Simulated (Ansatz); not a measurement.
# Abstraction of Br: SnH3Br + BHBr → SnH3 + BHBr2

Gas-phase species: SnH3Br `[Br][SnH3]`, singlet; BHBr `[BH]Br`, doublet; SnH3 `[SnH3]`, doublet; BHBr2 `BrBBr`, singlet. A radical takes Br: the energy is the difference in strength between the Sn–Br bond broken and the B–Br bond made.

Shapes, held fixed at every level: PBE0-D4/def2-TZVP. Programs: Ansatz 0.2.0. The zero-point and thermal change to 298 K, harmonic and unscaled (PBE0-D4/def2-TZVP), is +1.7 kJ/mol.

```csv
level,kind,ΔH(298 K) (kJ/mol),less CCSD(T)/def2-TZVPP
r2SCAN-D4/def2-TZVPP,meta-GGA,-91.6,+8.0
B3LYP-D4/def2-TZVPP,global hybrid,-95.8,+3.8
PBE0-D4/def2-TZVPP,global hybrid,-96.4,+3.2
wB97X-V/def2-TZVPP,range-separated hybrid,-91.5,+8.1
CCSD(T)/def2-SVP,coupled cluster or CI,-107.6,-8.0
CCSD/def2-SVP,coupled cluster or CI,-104.0,-4.4
CCSD(T)/def2-TZVPP,coupled cluster or CI,-99.6,0.0
```

The highest level, CCSD(T)/def2-TZVPP, gives ΔH(298 K) = -99.6 kJ/mol; the levels span -107.6 to -91.5. The column of differences is taken from that level and isn't an error. No measured value is set beside it here. Open shells run unrestricted. For atoms past krypton def2 sets carry core potentials with scalar relativity. Relativity is left out for Br. Outer-core shells of Br, Sn are correlated, in sets that cover them unevenly.

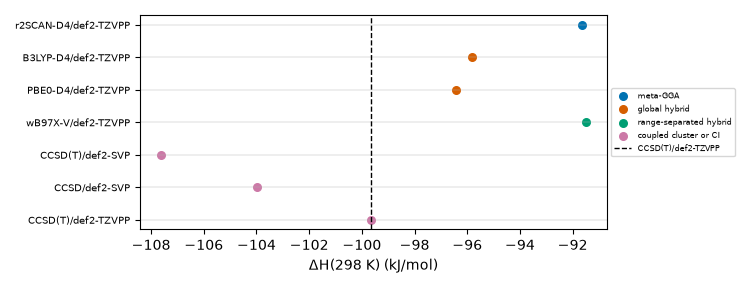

The values of the table, level by level.
